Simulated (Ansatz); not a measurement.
**LuBRh3: a short molecular-dynamics run**

A trajectory of LuBRh3, a randomly packed cell with 5 atoms that was not relaxed first: 20 steps of 1 fs at constant energy, with velocities drawn for 100 K.

Method: DFT PBE, plane waves, PAW, scalar-relativistic, no spin polarisation, in Ansatz 0.2.0.

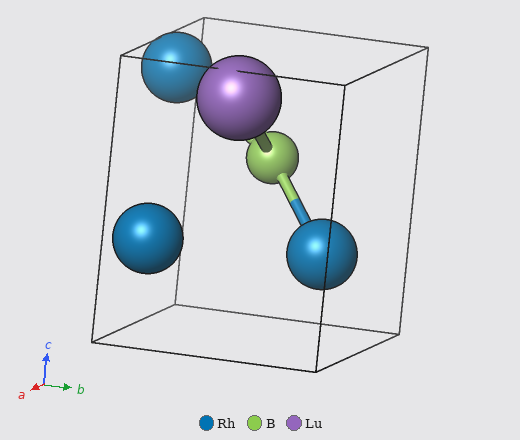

Start, viewed slightly off an axis; rhodium blue, boron green, lutetium purple. Each atom of the cell is drawn once.

As a file:

```cif
data_structure
_symmetry_space_group_name_H-M 'P 1'
_symmetry_Int_Tables_number 1
_cell_length_a 4.0291
_cell_length_b 4.2101
_cell_length_c 4.7620
_cell_angle_alpha 94.766
_cell_angle_beta 107.196
_cell_angle_gamma 80.765
_cell_volume 76.11
loop_
_atom_site_label
_atom_site_type_symbol
_atom_site_fract_x
_atom_site_fract_y
_atom_site_fract_z
_atom_site_occupancy
Rh1 Rh 0.84967 0.13535 0.34153 1
Rh2 Rh 0.35590 0.73594 0.28316 1
Rh3 Rh 0.40357 0.02967 0.86743 1
B1 B 0.23883 0.43370 0.57335 1
Lu1 Lu 0.83454 0.46879 0.86368 1
```

The structure above is the start of the run; the results belong to its end.

```
                             quantity                            value
                               length                 20 steps of 1 fs
     temperature, first and last step                   100 and 1679 K
             temperature, second half  mean 1112 K, from 546 to 1679 K
        potential energy, second half     -105 meV/atom from the start
   largest change of the total energy                    0.12 meV/atom
mean square displacement, second half   B 0.046, Rh 0.001, Lu 0.000 Å²
```

In words: The temperature starts at 100 K and averages 1112 K in the second half, where it still rises, from 546 to 1679 K; the start was no minimum (force components up to 2.6 eV/Å), and the potential energy that it sheds (105 meV/atom) turns into motion. The total energy strays from its start by at most 0.12 meV/atom, 0.2 % of the mean kinetic energy, so a step of 1 fs is short enough over this time. Over the second half B atoms stand 0.2 Å (root mean square) from where they began, and the farthest move is 0.3 Å. A run of 20 fs with 5 atoms shows the motion but fixes no equilibrium value. The k-mesh is coarse.

Q: Write an input and a launch command for the first run that leads to these results.

A: The one that was run. It is one of several that fit.

The input, input.yaml:

```yaml
crystal:
  lattice:
    - [3.99291, 0.148205, -0.517898]
    - [0.468464, 4.15919, -0.454615]
    - [-0.820321, 0.204127, 4.686357]
  atoms:
    - { symbol: Rh, position: [0.849667, 0.135353, 0.341531] }
    - { symbol: Rh, position: [0.355902, 0.735944, 0.283162] }
    - { symbol: Rh, position: [0.403565, 0.029673, 0.867432] }
    - { symbol: B, position: [0.238827, 0.4337, 0.573353] }
    - { symbol: Lu, position: [0.834537, 0.468792, 0.863682] }
kpoints:
  mp_grid: { grid: [4, 4, 3] }
magnetization:
  spin_polarized: false
scf:
  occupations: { method: cold, width: 0.15 }
hamiltonian:
  pseudopotentials: { kind: paw }
  xc: pbe
basis:
  ecutwfc: 420
md:
  timestep: 1.0
  n_steps: 20
  ensemble: nve
  temperature: 100.0
  initial_velocities: maxwell_boltzmann
  seed: 618535
```

Launch:

```sh
ansatz run input.yaml --threads 2 --pin off --max-ram 2560MiB --backend cpu --events-out ev --progress --plain --runs-dir out
```
